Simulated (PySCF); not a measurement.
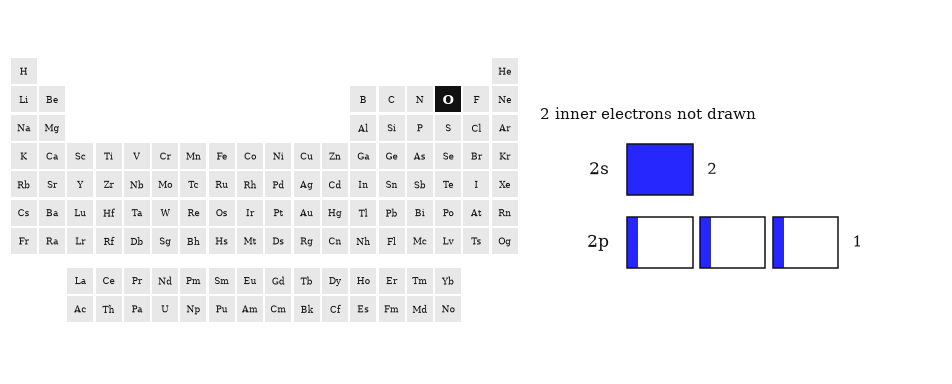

Fig. 1: Left, the place of oxygen in the periodic table; right, the outer shells of the nominal configuration: a box for each of the 2l + 1 orbitals, shaded by the share of the shell that is filled, with the electron count at the right.

# Atomic calculation for O³⁺

- system: O³⁺, configuration 1s2 2s2 2p1, multiplicity 2.
- method: unrestricted HF, jorge-DZP-DKH, spin-free X2C-1e, Gaussian nucleus (PySCF)

## Log (extracts)
```
damping factor = 0
level_shift factor = 0
DIIS = <class 'pyscf.scf.diis.CDIIS'>
diis_start_cycle = 1
diis_space = 10
diis_damp = 0
SCF conv_tol = 1e-09
SCF conv_tol_grad = None
number electrons alpha = 3  beta = 2
cycle= 1 E= -71.1237919617999  delta_E= -0.00359  |g|= 0.0239  |ddm|= 0.0346
cycle= 2 E= -71.1239521591065  delta_E= -0.00016  |g|= 0.00508  |ddm|= 0.00742
cycle= 3 E= -71.1239597626627  delta_E= -7.6e-06  |g|= 3.28e-05  |ddm|= 0.00201
cycle= 4 E= -71.1239597631125  delta_E= -4.5e-10  |g|= 5.06e-06  |ddm|= 2.72e-05
converged SCF energy = -71.1239597631125  <S^2> = 0.75254668  2S+1 = 2.0025451
```

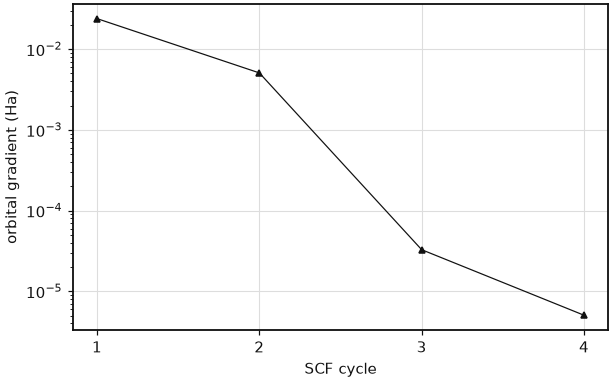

Fig. 2: Convergence: orbital gradient against the SCF cycle. The residual falls at every step. It goes from 0.024 to 5.1×10⁻⁶ in 4 steps.

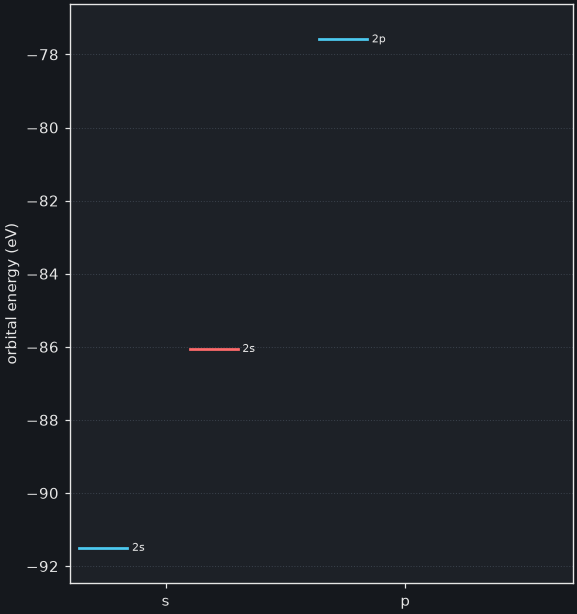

Fig. 3: Orbital energies of the mean field, from the top down to −91.5 eV, by angular momentum, α spin at the left of each column and β at the right; ×n counts the orbitals under one label. The highest filled orbital is 2p α at −77.6 eV, the lowest empty one p α at −53.9 eV.

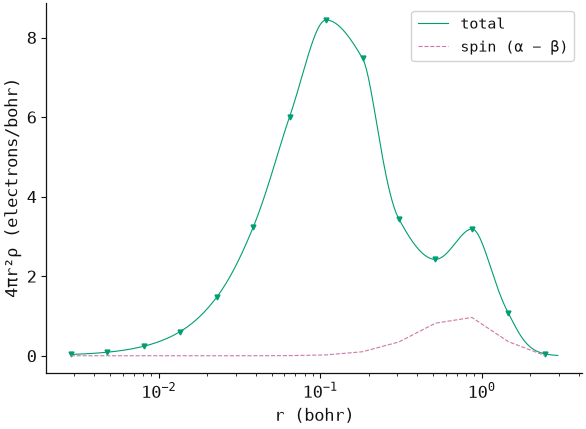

Fig. 4: Spherically averaged radial density 4πr²ρ of the mean field and its spin part; markers are the stored points, which are sparse, and the line is a monotone interpolation between them. The largest stored value is 8.44 electrons/bohr at r = 0.11 bohr. Root-mean-square radii of the shells: 1s 0.229, 2p 1.04, 2s 1.07 bohr.

## Input
```python
from pyscf import gto, scf, dft, mp, cc
import basis_set_exchange as bse
mol = gto.M(atom="O 0 0 0", charge=3, spin=1, symmetry="D2h",
            basis=gto.basis.parse(bse.get_basis("jorge-DZP-DKH", elements=["O"], fmt="nwchem", header=False)),
            nucmod="G")
mf = scf.UHF(mol).sfx2c1e()
mf.irrep_nelec = {'Ag': (2, 2), 'B2u': (1, 0)}
mf.kernel()
```

The script is an equivalent of what the driver set up; the driver started from orbitals of its own, so the log can be shorter than this script's would be, and it computed the properties (radii, ⟨L²⟩, response) afterwards. It held the occupations shell by shell, which the script's counts by irreducible representation don't always enforce.

The run was one of a batch that the task file lists, launched with:
```bash
OMP_NUM_THREADS=1 python <driver script> TASK.json OUT
```

## Results in brief

- outcome: converged
- total energy: −71.123960 hartree
- ⟨S²⟩: 0.753
- ⟨L²⟩: 2.01
- SCF iterations: 4
- hardware: 1 thread of Arm Neoverse V1, 95 GiB of memory available, shared host
